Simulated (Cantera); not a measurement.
A closed system holds: 1 mol SiCl4, 36 mol H2, equilibrated at 38.0 mbar.

Method: chemical equilibrium by Gibbs-energy minimisation in Cantera with the NASA 1993 tables (ideal gas, pure condensed phases). Candidate condensed phases: Si; 19 gas species. The tables' values for SiCl, SiCl3 are old estimates; treat these amounts as uncertain. Gases not in the tables: Si2H6 and higher silanes. Kinetics and transport are ignored.

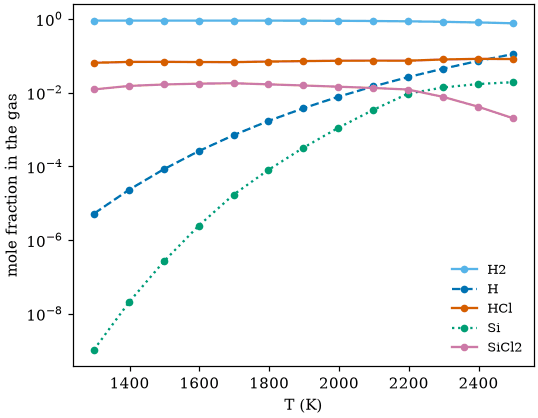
Figure. Equilibrium gas composition (values under 1e-9 drawn at 1e-9)

From 1298 K to 1598 K the condensed part is Si(s). From 1698 K to 2198 K the condensed part is Si(l). From 2298 K to 2498 K nothing is condensed. The main Si-bearing gas is SiCl2 at 1298 K and Si at 2498 K.
